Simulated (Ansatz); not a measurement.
```yaml
atoms:
  - { symbol: N, position_ang: [-0.2329, -1.6321, 0.8081] }
  - { symbol: C, position_ang: [0.1872, -0.2977, 0.6883] }
  - { symbol: N, position_ang: [0.8552, 0.1510, 1.8265] }
  - { symbol: C, position_ang: [-0.0330, 0.4537, -0.4077] }
  - { symbol: Si, position_ang: [-0.5443, 0.8226, -2.0759] }
  - { symbol: S, position_ang: [0.2055, 2.2767, -0.6822] }
  - { symbol: H, position_ang: [-0.6502, -1.9865, -0.0450] }
  - { symbol: H, position_ang: [0.5152, -2.2458, 1.1229] }
  - { symbol: H, position_ang: [0.4015, -0.1269, 2.6917] }
  - { symbol: H, position_ang: [1.0530, 1.1449, 1.8100] }
  - { symbol: H, position_ang: [-1.9765, 0.9041, -2.4528] }
  - { symbol: H, position_ang: [0.2960, 0.4808, -3.2499] }
```

Method: Ansatz 0.2.0, RKS B3LYP/6-31G*.

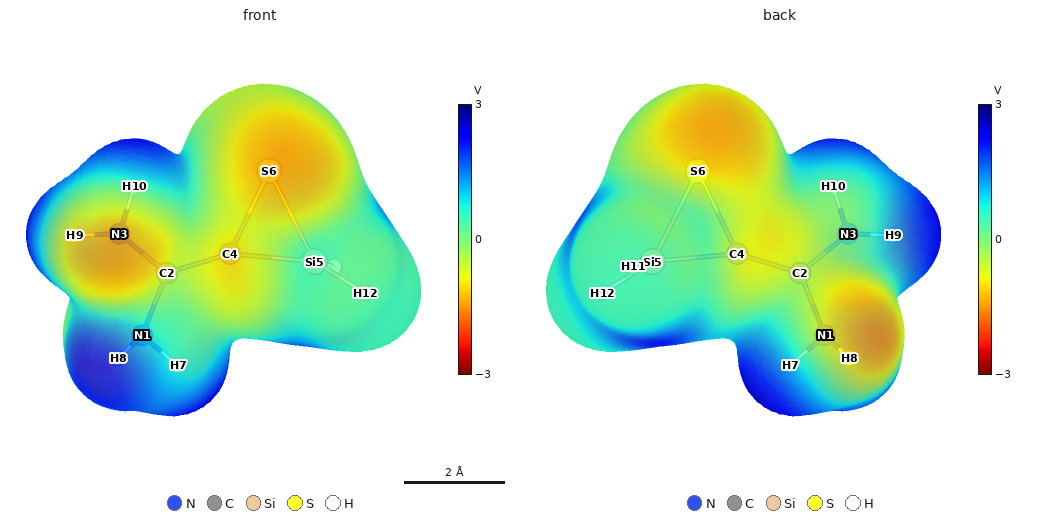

C₂H₆N₂SSi (SMILES NC(N)=C1[SiH2]S1). The electrostatic potential painted on the density surface at 0.004 e/bohr³, seen from the front and from behind; the colour scale runs from red (negative) to blue (positive).

**Describe the electrostatic potential map.**

The most negative region (about −1.5 V) lies over N1, N3 and S6, the most positive (about +2.5 V) over H7 and H8.
